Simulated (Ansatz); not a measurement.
# WH5O3F: molecular dynamics (part 1 of 4)

WH5O3F, computed with RHF/def2-SVP (Ansatz 0.2.0).

It belongs to a series of runs on one base structure; here: dynamics from the start.

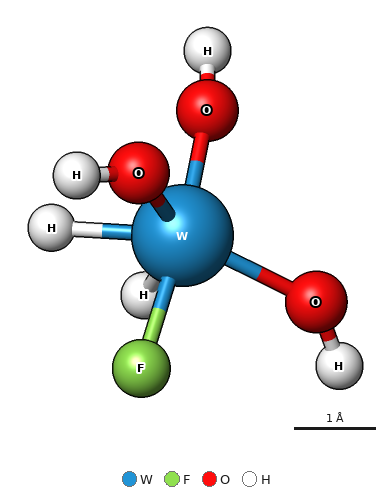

*The starting structure (ball-and-stick view, seen at a tilt). Sticks mark near contacts.*

Results in brief

| quantity | value |
| --- | --- |
| outcome | finished |
| mean temperature over the second half | 665 K |
| trajectory | 500 steps, 500 fs |
| ensemble | nvt_langevin |
| temperature in the input | 1000.0 K |
| time step | 1.0 fs |
| potential energy (last step) | −10696.3660 eV |
| mean-field energy (last step) | −10696.3660 eV |
| largest force (length of the vector) (last step) | 3.586 eV/Å |
| hardware | 2 threads of Arm Neoverse V2, 24 GiB of memory available, shared host |
| wall time | 13 min (CPU time 26 min) |
| peak memory | 0.23 GiB |

The temperature stays far from the 1000 K of the thermostat over the second half: the run isn't equilibrated.

Input file
```yaml
crystal:
  periodic: [false, false, false]
  atoms:
    - { symbol: W, position_ang: [0.385015, -0.31669, -0.076346] }
    - { symbol: F, position_ang: [0.499001, -0.390266, 1.805082] }
    - { symbol: O, position_ang: [2.228167, 0.13374, -0.047767] }
    - { symbol: H, position_ang: [2.769403, 0.763899, 0.40084] }
    - { symbol: H, position_ang: [0.179353, 1.317044, 0.20948] }
    - { symbol: H, position_ang: [-1.179369, 0.173561, 0.248486] }
    - { symbol: O, position_ang: [-0.374672, -2.052606, 0.021322] }
    - { symbol: H, position_ang: [-1.076856, -2.46464, 0.499223] }
    - { symbol: O, position_ang: [0.118294, -0.055587, -1.858982] }
    - { symbol: H, position_ang: [-0.141836, 0.234945, -2.715838] }
basis:
  gaussian: { orbitals: def2-SVP }
hamiltonian:
  xc: hf
md:
  timestep: 1.0
  n_steps: 500
  ensemble: nvt_langevin
  temperature: 1000.0
  initial_velocities: maxwell_boltzmann
  seed: 489419
  friction: 0.001
```

Launched with:
```bash
ansatz run input.yaml --threads 2 --pin off --max-ram 3072MiB --backend cpu --events-out ev --progress --plain --runs-dir out
```

Output
```
Engine: ansatz 0.2.0, aarch64-unknown-linux-gnu
Functional definition: HF
  exchange = exact_x
  correlation = 0
1185 factors; integrals over basis functions are off by at most 4.3e-4 eV
mean field evaluation 1: about -10689.1892 eV, gradient 6.5e1 eV
mean field evaluation 2: about -10689.4033 eV, gradient 6.5e1 eV
mean field evaluation 4: about -10697.0655 eV, gradient 5.4e0 eV
mean field evaluation 8: about -10697.1776 eV, gradient 5.9e-1 eV
mean field -10697.17910940 eV, -393.1140814620 hartree, gradient 7.3e-5 eV, S^2 0.000000; 0 other end points of the search recorded, 0 dependent functions left out
the calculation of the forces begins
reference -10697.17910940 eV, -393.1140814620 hartree; 26, 26 occupied and 87, 87 virtual orbitals, 1185 factors
md step     0: t =     0.00 fs  T =   900.0 K  F+E_penalty+E_count = -10697.17910940 eV  E_kin = 1.163340 eV  (44 SCF iters)
these checks for a lower state are left out or cut short: starts, cluster_reference, orbital_swaps, neighbouring_geometries, increment
1185 factors; integrals over basis functions are off by at most 6.0e-4 eV
mean field evaluation 16: about -10696.7419 eV, gradient 2.0e-1 eV
mean field -10697.08888237 eV, -393.1107656797 hartree, gradient 1.8e-5 eV, S^2 0.000000; 0 other end points of the search recorded, 0 dependent functions left out
the calculation of the forces begins
reference -10697.08888237 eV, -393.1107656797 hartree; 26, 26 occupied and 87, 87 virtual orbitals, 1185 factors
md step     1: t =     1.00 fs  T =   812.9 K  F+E_penalty+E_count = -10697.08888237 eV  E_kin = 1.050811 eV  (43 SCF iters)
[... from here on the SCF iterations and repeated set-up lines of each step are left out, up to the last step ...]
md step     2: t =     2.00 fs  T =   698.6 K  F+E_penalty+E_count = -10696.95599486 eV  E_kin = 0.903052 eV  (43 SCF iters)
md step     3: t =     3.00 fs  T =   677.4 K  F+E_penalty+E_count = -10696.93746154 eV  E_kin = 0.875637 eV  (43 SCF iters)
md step     4: t =     4.00 fs  T =   684.3 K  F+E_penalty+E_count = -10696.97931100 eV  E_kin = 0.884572 eV  (44 SCF iters)
md step     5: t =     5.00 fs  T =   612.3 K  F+E_penalty+E_count = -10696.89274954 eV  E_kin = 0.791510 eV  (44 SCF iters)
md step     6: t =     6.00 fs  T =   493.7 K  F+E_penalty+E_count = -10696.73965795 eV  E_kin = 0.638121 eV  (43 SCF iters)
md step     7: t =     7.00 fs  T =   481.8 K  F+E_penalty+E_count = -10696.74239101 eV  E_kin = 0.622732 eV  (44 SCF iters)
md step     8: t =     8.00 fs  T =   473.0 K  F+E_penalty+E_count = -10696.72697454 eV  E_kin = 0.611401 eV  (44 SCF iters)
md step     9: t =     9.00 fs  T =   356.4 K  F+E_penalty+E_count = -10696.57705796 eV  E_kin = 0.460643 eV  (44 SCF iters)
md step    10: t =    10.00 fs  T =   292.2 K  F+E_penalty+E_count = -10696.46812322 eV  E_kin = 0.377738 eV  (44 SCF iters)
md step    11: t =    11.00 fs  T =   322.6 K  F+E_penalty+E_count = -10696.51378270 eV  E_kin = 0.416959 eV  (45 SCF iters)
md step    12: t =    12.00 fs  T =   359.1 K  F+E_penalty+E_count = -10696.58456255 eV  E_kin = 0.464183 eV  (44 SCF iters)
md step    13: t =    13.00 fs  T =   308.0 K  F+E_penalty+E_count = -10696.50494930 eV  E_kin = 0.398095 eV  (45 SCF iters)
md step    14: t =    14.00 fs  T =   249.9 K  F+E_penalty+E_count = -10696.43068932 eV  E_kin = 0.323040 eV  (45 SCF iters)
md step    15: t =    15.00 fs  T =   313.9 K  F+E_penalty+E_count = -10696.53457675 eV  E_kin = 0.405751 eV  (44 SCF iters)
md step    16: t =    16.00 fs  T =   328.1 K  F+E_penalty+E_count = -10696.55325166 eV  E_kin = 0.424048 eV  (46 SCF iters)
md step    17: t =    17.00 fs  T =   271.7 K  F+E_penalty+E_count = -10696.45305545 eV  E_kin = 0.351143 eV  (47 SCF iters)
md step    18: t =    18.00 fs  T =   250.2 K  F+E_penalty+E_count = -10696.42950047 eV  E_kin = 0.323441 eV  (49 SCF iters)
md step    19: t =    19.00 fs  T =   317.9 K  F+E_penalty+E_count = -10696.52585744 eV  E_kin = 0.410944 eV  (48 SCF iters)
md step    20: t =    20.00 fs  T =   356.1 K  F+E_penalty+E_count = -10696.59591844 eV  E_kin = 0.460332 eV  (48 SCF iters)
md step    21: t =    21.00 fs  T =   300.5 K  F+E_penalty+E_count = -10696.51567281 eV  E_kin = 0.388388 eV  (47 SCF iters)
md step    22: t =    22.00 fs  T =   316.8 K  F+E_penalty+E_count = -10696.51407069 eV  E_kin = 0.409456 eV  (46 SCF iters)
md step    23: t =    23.00 fs  T =   420.9 K  F+E_penalty+E_count = -10696.65860533 eV  E_kin = 0.544084 eV  (46 SCF iters)
md step    24: t =    24.00 fs  T =   428.4 K  F+E_penalty+E_count = -10696.64592951 eV  E_kin = 0.553716 eV  (46 SCF iters)
md step    25: t =    25.00 fs  T =   352.0 K  F+E_penalty+E_count = -10696.54516507 eV  E_kin = 0.455000 eV  (46 SCF iters)
md step    26: t =    26.00 fs  T =   368.8 K  F+E_penalty+E_count = -10696.56891443 eV  E_kin = 0.476669 eV  (46 SCF iters)
md step    27: t =    27.00 fs  T =   469.0 K  F+E_penalty+E_count = -10696.70790465 eV  E_kin = 0.606244 eV  (45 SCF iters)
md step    28: t =    28.00 fs  T =   482.7 K  F+E_penalty+E_count = -10696.74622856 eV  E_kin = 0.623969 eV  (43 SCF iters)
md step    29: t =    29.00 fs  T =   435.7 K  F+E_penalty+E_count = -10696.65271414 eV  E_kin = 0.563183 eV  (43 SCF iters)
md step    30: t =    30.00 fs  T =   492.5 K  F+E_penalty+E_count = -10696.72106165 eV  E_kin = 0.636620 eV  (44 SCF iters)
md step    31: t =    31.00 fs  T =   578.4 K  F+E_penalty+E_count = -10696.85017485 eV  E_kin = 0.747596 eV  (43 SCF iters)
md step    32: t =    32.00 fs  T =   541.0 K  F+E_penalty+E_count = -10696.77992531 eV  E_kin = 0.699275 eV  (45 SCF iters)
md step    33: t =    33.00 fs  T =   489.1 K  F+E_penalty+E_count = -10696.68209015 eV  E_kin = 0.632269 eV  (44 SCF iters)
md step    34: t =    34.00 fs  T =   548.2 K  F+E_penalty+E_count = -10696.75699781 eV  E_kin = 0.708660 eV  (44 SCF iters)
md step    35: t =    35.00 fs  T =   653.0 K  F+E_penalty+E_count = -10696.92502042 eV  E_kin = 0.844119 eV  (45 SCF iters)
md step    36: t =    36.00 fs  T =   656.8 K  F+E_penalty+E_count = -10696.93177338 eV  E_kin = 0.848940 eV  (44 SCF iters)
md step    37: t =    37.00 fs  T =   591.8 K  F+E_penalty+E_count = -10696.79518835 eV  E_kin = 0.764931 eV  (44 SCF iters)
md step    38: t =    38.00 fs  T =   649.5 K  F+E_penalty+E_count = -10696.87871290 eV  E_kin = 0.839545 eV  (45 SCF iters)
md step    39: t =    39.00 fs  T =   667.8 K  F+E_penalty+E_count = -10696.93822729 eV  E_kin = 0.863158 eV  (46 SCF iters)
md step    40: t =    40.00 fs  T =   564.3 K  F+E_penalty+E_count = -10696.76754455 eV  E_kin = 0.729379 eV  (45 SCF iters)
md step    41: t =    41.00 fs  T =   469.7 K  F+E_penalty+E_count = -10696.61820891 eV  E_kin = 0.607091 eV  (45 SCF iters)
md step    42: t =    42.00 fs  T =   516.2 K  F+E_penalty+E_count = -10696.65644192 eV  E_kin = 0.667250 eV  (47 SCF iters)
md step    43: t =    43.00 fs  T =   573.3 K  F+E_penalty+E_count = -10696.73862581 eV  E_kin = 0.741008 eV  (45 SCF iters)
md step    44: t =    44.00 fs  T =   488.3 K  F+E_penalty+E_count = -10696.59403047 eV  E_kin = 0.631232 eV  (46 SCF iters)
md step    45: t =    45.00 fs  T =   390.2 K  F+E_penalty+E_count = -10696.43968891 eV  E_kin = 0.504315 eV  (45 SCF iters)
md step    46: t =    46.00 fs  T =   485.1 K  F+E_penalty+E_count = -10696.59997248 eV  E_kin = 0.626986 eV  (45 SCF iters)
md step    47: t =    47.00 fs  T =   488.4 K  F+E_penalty+E_count = -10696.60366700 eV  E_kin = 0.631331 eV  (44 SCF iters)
md step    48: t =    48.00 fs  T =   384.9 K  F+E_penalty+E_count = -10696.44019053 eV  E_kin = 0.497507 eV  (47 SCF iters)
md step    49: t =    49.00 fs  T =   355.5 K  F+E_penalty+E_count = -10696.41546321 eV  E_kin = 0.459583 eV  (46 SCF iters)
md step    50: t =    50.00 fs  T =   463.7 K  F+E_penalty+E_count = -10696.57669995 eV  E_kin = 0.599382 eV  (45 SCF iters)
md step    51: t =    51.00 fs  T =   535.9 K  F+E_penalty+E_count = -10696.68708940 eV  E_kin = 0.692652 eV  (44 SCF iters)
md step    52: t =    52.00 fs  T =   437.1 K  F+E_penalty+E_count = -10696.56143134 eV  E_kin = 0.564948 eV  (44 SCF iters)
md step    53: t =    53.00 fs  T =   434.6 K  F+E_penalty+E_count = -10696.55095777 eV  E_kin = 0.561741 eV  (42 SCF iters)
md step    54: t =    54.00 fs  T =   546.2 K  F+E_penalty+E_count = -10696.71382816 eV  E_kin = 0.706040 eV  (43 SCF iters)
md step    55: t =    55.00 fs  T =   530.0 K  F+E_penalty+E_count = -10696.66204423 eV  E_kin = 0.685105 eV  (43 SCF iters)
md step    56: t =    56.00 fs  T =   432.5 K  F+E_penalty+E_count = -10696.51188359 eV  E_kin = 0.558990 eV  (43 SCF iters)
md step    57: t =    57.00 fs  T =   436.9 K  F+E_penalty+E_count = -10696.50550482 eV  E_kin = 0.564713 eV  (45 SCF iters)
md step    58: t =    58.00 fs  T =   520.9 K  F+E_penalty+E_count = -10696.62480815 eV  E_kin = 0.673300 eV  (44 SCF iters)
md step    59: t =    59.00 fs  T =   534.5 K  F+E_penalty+E_count = -10696.65578513 eV  E_kin = 0.690923 eV  (46 SCF iters)
md step    60: t =    60.00 fs  T =   463.8 K  F+E_penalty+E_count = -10696.52025473 eV  E_kin = 0.599553 eV  (44 SCF iters)
md step    61: t =    61.00 fs  T =   479.5 K  F+E_penalty+E_count = -10696.53231585 eV  E_kin = 0.619739 eV  (48 SCF iters)
md step    62: t =    62.00 fs  T =   546.6 K  F+E_penalty+E_count = -10696.65075558 eV  E_kin = 0.706551 eV  (55 SCF iters)
md step    63: t =    63.00 fs  T =   514.4 K  F+E_penalty+E_count = -10696.57623709 eV  E_kin = 0.664880 eV  (47 SCF iters)
md step    64: t =    64.00 fs  T =   436.6 K  F+E_penalty+E_count = -10696.45691061 eV  E_kin = 0.564326 eV  (48 SCF iters)
md step    65: t =    65.00 fs  T =   468.8 K  F+E_penalty+E_count = -10696.47865380 eV  E_kin = 0.606009 eV  (48 SCF iters)
md step    66: t =    66.00 fs  T =   538.3 K  F+E_penalty+E_count = -10696.59145588 eV  E_kin = 0.695827 eV  (46 SCF iters)
md step    67: t =    67.00 fs  T =   538.6 K  F+E_penalty+E_count = -10696.59982125 eV  E_kin = 0.696187 eV  (46 SCF iters)
md step    68: t =    68.00 fs  T =   463.9 K  F+E_penalty+E_count = -10696.48453033 eV  E_kin = 0.599636 eV  (48 SCF iters)
md step    69: t =    69.00 fs  T =   481.9 K  F+E_penalty+E_count = -10696.52097290 eV  E_kin = 0.622909 eV  (47 SCF iters)
md step    70: t =    70.00 fs  T =   551.2 K  F+E_penalty+E_count = -10696.60501932 eV  E_kin = 0.712498 eV  (47 SCF iters)
md step    71: t =    71.00 fs  T =   492.9 K  F+E_penalty+E_count = -10696.52710587 eV  E_kin = 0.637108 eV  (48 SCF iters)
md step    72: t =    72.00 fs  T =   433.9 K  F+E_penalty+E_count = -10696.45093302 eV  E_kin = 0.560896 eV  (49 SCF iters)
md step    73: t =    73.00 fs  T =   490.5 K  F+E_penalty+E_count = -10696.50836636 eV  E_kin = 0.633982 eV  (46 SCF iters)
md step    74: t =    74.00 fs  T =   551.9 K  F+E_penalty+E_count = -10696.60144311 eV  E_kin = 0.713425 eV  (46 SCF iters)
md step    75: t =    75.00 fs  T =   532.3 K  F+E_penalty+E_count = -10696.57231787 eV  E_kin = 0.688065 eV  (46 SCF iters)
md step    76: t =    76.00 fs  T =   481.1 K  F+E_penalty+E_count = -10696.47813474 eV  E_kin = 0.621853 eV  (46 SCF iters)
md step    77: t =    77.00 fs  T =   503.3 K  F+E_penalty+E_count = -10696.54787040 eV  E_kin = 0.650616 eV  (46 SCF iters)
md step    78: t =    78.00 fs  T =   542.1 K  F+E_penalty+E_count = -10696.60497092 eV  E_kin = 0.700729 eV  (44 SCF iters)
md step    79: t =    79.00 fs  T =   464.9 K  F+E_penalty+E_count = -10696.50554489 eV  E_kin = 0.600930 eV  (45 SCF iters)
md step    80: t =    80.00 fs  T =   435.9 K  F+E_penalty+E_count = -10696.44168217 eV  E_kin = 0.563405 eV  (44 SCF iters)
md step    81: t =    81.00 fs  T =   474.4 K  F+E_penalty+E_count = -10696.50810934 eV  E_kin = 0.613241 eV  (44 SCF iters)
md step    82: t =    82.00 fs  T =   538.1 K  F+E_penalty+E_count = -10696.59742347 eV  E_kin = 0.695509 eV  (45 SCF iters)
md step    83: t =    83.00 fs  T =   523.9 K  F+E_penalty+E_count = -10696.57369024 eV  E_kin = 0.677213 eV  (45 SCF iters)
md step    84: t =    84.00 fs  T =   500.3 K  F+E_penalty+E_count = -10696.52055907 eV  E_kin = 0.646653 eV  (44 SCF iters)
md step    85: t =    85.00 fs  T =   557.6 K  F+E_penalty+E_count = -10696.63342174 eV  E_kin = 0.720718 eV  (44 SCF iters)
md step    86: t =    86.00 fs  T =   594.6 K  F+E_penalty+E_count = -10696.68551662 eV  E_kin = 0.768546 eV  (45 SCF iters)
md step    87: t =    87.00 fs  T =   535.1 K  F+E_penalty+E_count = -10696.60671563 eV  E_kin = 0.691712 eV  (44 SCF iters)
md step    88: t =    88.00 fs  T =   521.7 K  F+E_penalty+E_count = -10696.59134069 eV  E_kin = 0.674388 eV  (46 SCF iters)
md step    89: t =    89.00 fs  T =   582.4 K  F+E_penalty+E_count = -10696.67867026 eV  E_kin = 0.752813 eV  (47 SCF iters)
md step    90: t =    90.00 fs  T =   645.8 K  F+E_penalty+E_count = -10696.76672509 eV  E_kin = 0.834709 eV  (44 SCF iters)
md step    91: t =    91.00 fs  T =   650.9 K  F+E_penalty+E_count = -10696.75646281 eV  E_kin = 0.841334 eV  (44 SCF iters)
md step    92: t =    92.00 fs  T =   618.0 K  F+E_penalty+E_count = -10696.70367371 eV  E_kin = 0.798781 eV  (44 SCF iters)
md step    93: t =    93.00 fs  T =   642.8 K  F+E_penalty+E_count = -10696.76212457 eV  E_kin = 0.830834 eV  (45 SCF iters)
md step    94: t =    94.00 fs  T =   636.6 K  F+E_penalty+E_count = -10696.75139996 eV  E_kin = 0.822898 eV  (47 SCF iters)
md step    95: t =    95.00 fs  T =   561.5 K  F+E_penalty+E_count = -10696.64198238 eV  E_kin = 0.725821 eV  (47 SCF iters)
md step    96: t =    96.00 fs  T =   514.3 K  F+E_penalty+E_count = -10696.58150749 eV  E_kin = 0.664803 eV  (47 SCF iters)
md step    97: t =    97.00 fs  T =   528.6 K  F+E_penalty+E_count = -10696.60481709 eV  E_kin = 0.683279 eV  (46 SCF iters)
md step    98: t =    98.00 fs  T =   567.0 K  F+E_penalty+E_count = -10696.64804443 eV  E_kin = 0.732901 eV  (46 SCF iters)
md step    99: t =    99.00 fs  T =   548.9 K  F+E_penalty+E_count = -10696.60654663 eV  E_kin = 0.709477 eV  (45 SCF iters)
md step   100: t =   100.00 fs  T =   505.7 K  F+E_penalty+E_count = -10696.51583486 eV  E_kin = 0.653608 eV  (46 SCF iters)
md step   101: t =   101.00 fs  T =   519.8 K  F+E_penalty+E_count = -10696.55287052 eV  E_kin = 0.671864 eV  (47 SCF iters)
md step   102: t =   102.00 fs  T =   526.3 K  F+E_penalty+E_count = -10696.53713519 eV  E_kin = 0.680273 eV  (48 SCF iters)
md step   103: t =   103.00 fs  T =   455.6 K  F+E_penalty+E_count = -10696.44597991 eV  E_kin = 0.588895 eV  (48 SCF iters)
md step   104: t =   104.00 fs  T =   436.8 K  F+E_penalty+E_count = -10696.40894482 eV  E_kin = 0.564660 eV  (45 SCF iters)
md step   105: t =   105.00 fs  T =   438.3 K  F+E_penalty+E_count = -10696.43491038 eV  E_kin = 0.566531 eV  (46 SCF iters)
md step   106: t =   106.00 fs  T =   451.8 K  F+E_penalty+E_count = -10696.47618738 eV  E_kin = 0.584012 eV  (47 SCF iters)
md step   107: t =   107.00 fs  T =   424.7 K  F+E_penalty+E_count = -10696.44128784 eV  E_kin = 0.548943 eV  (48 SCF iters)
md step   108: t =   108.00 fs  T =   380.6 K  F+E_penalty+E_count = -10696.34948943 eV  E_kin = 0.492028 eV  (48 SCF iters)
md step   109: t =   109.00 fs  T =   386.7 K  F+E_penalty+E_count = -10696.38814217 eV  E_kin = 0.499801 eV  (48 SCF iters)
md step   110: t =   110.00 fs  T =   390.4 K  F+E_penalty+E_count = -10696.41222621 eV  E_kin = 0.504685 eV  (46 SCF iters)
md step   111: t =   111.00 fs  T =   355.1 K  F+E_penalty+E_count = -10696.36276505 eV  E_kin = 0.459009 eV  (46 SCF iters)
md step   112: t =   112.00 fs  T =   324.4 K  F+E_penalty+E_count = -10696.34217262 eV  E_kin = 0.419373 eV  (46 SCF iters)
md step   113: t =   113.00 fs  T =   366.2 K  F+E_penalty+E_count = -10696.38298788 eV  E_kin = 0.473382 eV  (46 SCF iters)
md step   114: t =   114.00 fs  T =   394.6 K  F+E_penalty+E_count = -10696.45577571 eV  E_kin = 0.510051 eV  (46 SCF iters)
md step   115: t =   115.00 fs  T =   399.4 K  F+E_penalty+E_count = -10696.44492669 eV  E_kin = 0.516305 eV  (46 SCF iters)
md step   116: t =   116.00 fs  T =   396.1 K  F+E_penalty+E_count = -10696.41854803 eV  E_kin = 0.511955 eV  (44 SCF iters)
md step   117: t =   117.00 fs  T =   450.1 K  F+E_penalty+E_count = -10696.50927969 eV  E_kin = 0.581831 eV  (45 SCF iters)
md step   118: t =   118.00 fs  T =   466.9 K  F+E_penalty+E_count = -10696.53715938 eV  E_kin = 0.603567 eV  (46 SCF iters)
md step   119: t =   119.00 fs  T =   451.8 K  F+E_penalty+E_count = -10696.50813616 eV  E_kin = 0.584033 eV  (47 SCF iters)
md step   120: t =   120.00 fs  T =   439.7 K  F+E_penalty+E_count = -10696.50508268 eV  E_kin = 0.568330 eV  (46 SCF iters)
md step   121: t =   121.00 fs  T =   485.0 K  F+E_penalty+E_count = -10696.54536523 eV  E_kin = 0.626896 eV  (46 SCF iters)
md step   122: t =   122.00 fs  T =   508.0 K  F+E_penalty+E_count = -10696.61208614 eV  E_kin = 0.656652 eV  (46 SCF iters)
md step   123: t =   123.00 fs  T =   491.9 K  F+E_penalty+E_count = -10696.59236970 eV  E_kin = 0.635797 eV  (47 SCF iters)
md step   124: t =   124.00 fs  T =   476.1 K  F+E_penalty+E_count = -10696.56188217 eV  E_kin = 0.615434 eV  (48 SCF iters)
md step   125: t =   125.00 fs  T =   502.9 K  F+E_penalty+E_count = -10696.61984984 eV  E_kin = 0.650069 eV  (47 SCF iters)
md step   126: t =   126.00 fs  T =   486.6 K  F+E_penalty+E_count = -10696.61248239 eV  E_kin = 0.628996 eV  (46 SCF iters)
md step   127: t =   127.00 fs  T =   458.6 K  F+E_penalty+E_count = -10696.57341310 eV  E_kin = 0.592808 eV  (48 SCF iters)
md step   128: t =   128.00 fs  T =   458.8 K  F+E_penalty+E_count = -10696.56888514 eV  E_kin = 0.593076 eV  (47 SCF iters)
md step   129: t =   129.00 fs  T =   481.7 K  F+E_penalty+E_count = -10696.61061708 eV  E_kin = 0.622644 eV  (46 SCF iters)
md step   130: t =   130.00 fs  T =   541.7 K  F+E_penalty+E_count = -10696.67199809 eV  E_kin = 0.700182 eV  (46 SCF iters)
md step   131: t =   131.00 fs  T =   525.7 K  F+E_penalty+E_count = -10696.63885204 eV  E_kin = 0.679559 eV  (45 SCF iters)
md step   132: t =   132.00 fs  T =   537.6 K  F+E_penalty+E_count = -10696.64449239 eV  E_kin = 0.694872 eV  (45 SCF iters)
md step   133: t =   133.00 fs  T =   567.2 K  F+E_penalty+E_count = -10696.67194913 eV  E_kin = 0.733182 eV  (44 SCF iters)
md step   134: t =   134.00 fs  T =   548.9 K  F+E_penalty+E_count = -10696.63745543 eV  E_kin = 0.709489 eV  (44 SCF iters)
md step   135: t =   135.00 fs  T =   527.9 K  F+E_penalty+E_count = -10696.61191777 eV  E_kin = 0.682383 eV  (44 SCF iters)
md step   136: t =   136.00 fs  T =   551.7 K  F+E_penalty+E_count = -10696.61827509 eV  E_kin = 0.713122 eV  (44 SCF iters)
md step   137: t =   137.00 fs  T =   572.9 K  F+E_penalty+E_count = -10696.66978016 eV  E_kin = 0.740506 eV  (44 SCF iters)
md step   138: t =   138.00 fs  T =   589.7 K  F+E_penalty+E_count = -10696.70827523 eV  E_kin = 0.762274 eV  (44 SCF iters)
md step   139: t =   139.00 fs  T =   572.7 K  F+E_penalty+E_count = -10696.66343222 eV  E_kin = 0.740260 eV  (44 SCF iters)
md step   140: t =   140.00 fs  T =   572.9 K  F+E_penalty+E_count = -10696.69038339 eV  E_kin = 0.740484 eV  (44 SCF iters)
md step   141: t =   141.00 fs  T =   569.9 K  F+E_penalty+E_count = -10696.69220505 eV  E_kin = 0.736688 eV  (44 SCF iters)
md step   142: t =   142.00 fs  T =   539.4 K  F+E_penalty+E_count = -10696.65052576 eV  E_kin = 0.697279 eV  (44 SCF iters)
md step   143: t =   143.00 fs  T =   529.6 K  F+E_penalty+E_count = -10696.64368435 eV  E_kin = 0.684607 eV  (44 SCF iters)
md step   144: t =   144.00 fs  T =   531.9 K  F+E_penalty+E_count = -10696.65528671 eV  E_kin = 0.687502 eV  (44 SCF iters)
md step   145: t =   145.00 fs  T =   544.6 K  F+E_penalty+E_count = -10696.68148912 eV  E_kin = 0.703943 eV  (44 SCF iters)
md step   146: t =   146.00 fs  T =   506.1 K  F+E_penalty+E_count = -10696.67310664 eV  E_kin = 0.654207 eV  (44 SCF iters)
md step   147: t =   147.00 fs  T =   494.3 K  F+E_penalty+E_count = -10696.62858674 eV  E_kin = 0.638938 eV  (45 SCF iters)
```
